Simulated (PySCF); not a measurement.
# Frequency calculation, with input and output: CoO2 (charge +1)

System: CoO2, charge +1.
Method: RKS-based PBE0, Co def2-TZVP, O def2-TZVP; non-relativistic Hamiltonian; density fitting (PySCF 2.14.0).

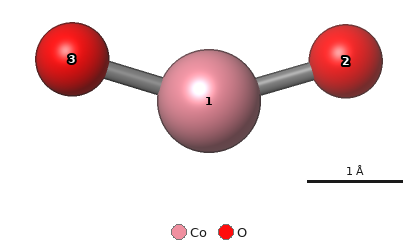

*The input geometry (ball-and-stick view, seen on its broad side; atoms are numbered from 1 in the order of the input). Sticks mark near contacts.*

Bond lengths as drawn: Co–O 1.51 Å.

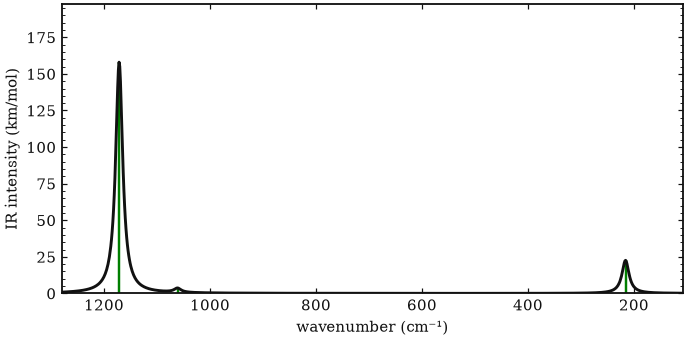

*Harmonic infrared spectrum, unscaled: sticks (degenerate modes added up, dark ones marked on the axis) with a Lorentzian envelope of 16 cm⁻¹ full width, scaled to the tallest stick.*

3 modes from 216 to 1171 cm⁻¹, none imaginary. The strongest line is at 1171 cm⁻¹ (158 km/mol). All modes, in cm⁻¹ (km/mol): 216 (23), 1061 (2.9), 1171 (158).

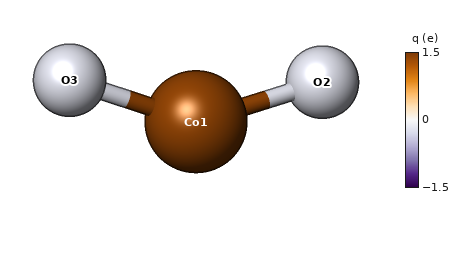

*Mulliken charges, as the colour of each atom (ball-and-stick view, seen at a tilt; atoms are numbered from 1 in the order of the input).*

By element: Co +1.39 and O −0.20 e.

The input and output of the run follow.

### Input file
```python
from pyscf import gto, scf, dft
mol = gto.M(atom='''
Co    -0.122832     0.088195    -0.000000
O      0.226286    -0.162477     1.444276
O      0.226286    -0.162477    -1.444276''',
    basis={'Co': 'def2-TZVP', 'O': 'def2-TZVP'},
    charge=1, spin=0)
mf = dft.RKS(mol, xc='PBE0')
mf.grids.atom_grid = (75, 302)
aux = {'Co': 'def2-universal-JKFIT', 'O': 'def2-universal-JKFIT'}
mf = mf.density_fit(auxbasis=aux)
mf.conv_tol = 1e-09
mf.diis_space = 10
mf.max_cycle = 60
mf.verbose = 4
mf.kernel()
```

The script is an equivalent of the set-up of the self-consistent field. The run itself was carried out by a driver, which started from the orbitals of the step before it where there was one and computed the further properties.

Run as:
```bash
OMP_NUM_THREADS=2 python axn.py task.json out
```

### Log
```
init E= -1532.35551027153
  HOMO = -0.648101283672781  LUMO = -0.499779975950334  gap/eV = 4.03603
cycle= 1 E= -1532.35551026897  delta_E= 2.56e-09  |g|= 0.000159  |ddm|= 4.27e-05
  HOMO = -0.648116362277418  LUMO = -0.499804023518394  gap/eV = 4.03578
cycle= 2 E= -1532.35551016143  delta_E= 1.08e-07  |g|= 0.00103  |ddm|= 0.000274
  HOMO = -0.648103413360718  LUMO = -0.499783290925834  gap/eV = 4.03600
cycle= 3 E= -1532.35551027158  delta_E= -1.1e-07  |g|= 7.54e-06  |ddm|= 0.000237
  HOMO = -0.648103397507759  LUMO = -0.499783276479511  gap/eV = 4.03600
cycle= 4 E= -1532.3555102716  delta_E= -2.09e-11  |g|= 5.86e-07  |ddm|= 3.05e-06
  HOMO = -0.648103326517646  LUMO = -0.499783233050898  gap/eV = 4.03600
Extra cycle  E= -1532.3555102716  delta_E= -2.96e-12  |g|= 2.72e-06  |ddm|= 1.79e-06
converged SCF energy = -1532.3555102716
```

### Summary

| quantity | value |
| --- | --- |
| outcome | converged |
| total energy | −1532.355510 hartree |
| HOMO | −17.64 eV |
| LUMO | −13.60 eV |
| zero-point energy | 0.005578 hartree |
| wavenumbers, lowest and highest | 216 and 1171 cm⁻¹ |
| hardware | 2 threads of Arm Neoverse N1, 98 GiB of memory available, shared host |
| wall time | 31 s (CPU time 56 s) |
| peak memory | 0.98 GiB |
